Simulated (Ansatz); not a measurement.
# Single-point calculation, with input and output: CH9NSi2

System: CH9NSi2, SMILES NC([SiH3])[SiH3].
Method: RKS PBE-QIDH (frozen core)/def2-TZVPP (Ansatz 0.2.0).

The geometry comes from this level: PBE0-D4/def2-TZVP.

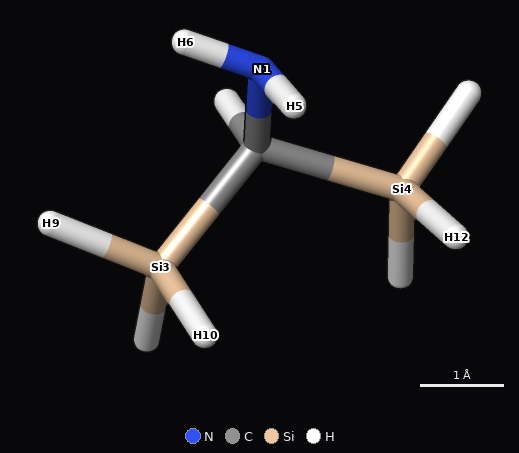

*The input geometry (stick view, seen at a tilt; atoms are numbered from 1 in the order of the input).*

### Summary

| quantity | value |
| --- | --- |
| outcome | converged |
| total energy | −18415.2174 eV |
| mean-field energy | −18408.5196 eV |
| SCF solution under orbital rotations | stable |
| hardware | 4 threads of Intel Xeon, 15 GiB of memory available, shared host |
| wall time | 3.2 s (CPU time 12 s) |
| peak memory | 0.75 GiB |

### The input
```yaml
crystal:
  periodic: [false, false, false]
  atoms:
    - {symbol: N, position_ang: [0.428071, 1.407129, -0.816894]}
    - {symbol: C, position_ang: [-0.383609, 0.379770, -0.142421]}
    - {symbol: Si, position_ang: [0.157964, 0.056945, 1.637381]}
    - {symbol: Si, position_ang: [-0.402938, -1.167991, -1.214652]}
    - {symbol: H, position_ang: [1.388315, 1.098697, -0.915049]}
    - {symbol: H, position_ang: [0.449372, 2.268037, -0.281987]}
    - {symbol: H, position_ang: [-1.426423, 0.722766, -0.121365]}
    - {symbol: H, position_ang: [-0.753356, -0.868852, 2.365188]}
    - {symbol: H, position_ang: [0.208796, 1.357766, 2.363813]}
    - {symbol: H, position_ang: [1.531046, -0.520438, 1.632427]}
    - {symbol: H, position_ang: [-1.065802, -0.907779, -2.518292]}
    - {symbol: H, position_ang: [1.002209, -1.593110, -1.465805]}
    - {symbol: H, position_ang: [-1.113348, -2.267642, -0.507444]}
basis:
  gaussian: {orbitals: def2-TZVPP}
hamiltonian: {xc: {name: PBE-QIDH}}
```

Launched with:
```bash
ansatz run in.yaml --threads 4 --pin off --events-out ev --progress --plain --max-ram 10444MiB
```

### What the program printed
```
Functional definition: PBE-QIDH
  name "PBE-QIDH"
  cite "Brémond, Sancho-García, Pérez-Jiménez & Adamo, J. Chem. Phys. 141, 031101 (2014) doi:10.1063/1.4890314"
  cite "Perdew, Burke & Ernzerhof, Phys. Rev. Lett. 77, 3865 (1996) doi:10.1103/PhysRevLett.77.3865"
  parameter a = 3^(-1/3)
  parameter c = 1/3
  exchange = (1 - a)*pbe_x + a*exact_x
  correlation = (1 - c)*pbe_c + c*(mp2_os + mp2_ss)
1544 factors; integrals over basis functions are off by at most 1.3e-3 eV
mean field evaluation 1: about -18404.7196 eV, gradient 4.0e1 eV
mean field evaluation 2: about -18404.8939 eV, gradient 4.0e1 eV
mean field evaluation 4: about -18408.4861 eV, gradient 3.2e0 eV
mean field evaluation 8: about -18408.5194 eV, gradient 2.4e-1 eV
mean field evaluation 16: about -18408.5196 eV, gradient 5.3e-5 eV
mean field -18408.51955190 eV, -676.5006157896 hartree, gradient 3.1e-6 eV, S^2 0.000000; 0 other end points of the search recorded, 0 dependent functions left out
12 core orbitals not correlated: weight in the atoms' cores, before any rotation towards them, 1.000 or more for the frozen orbitals, at most 0.000 for the correlated occupied ones
reference -18408.51956676 eV, -676.5006163358 hartree; 13, 13 occupied and 247, 247 virtual orbitals, 1544 factors
second order -20.09343796 eV of doubles, -0.00000000 eV of singles
Total energy: -18415.21737941 eV, -676.7467564108 hartree
```
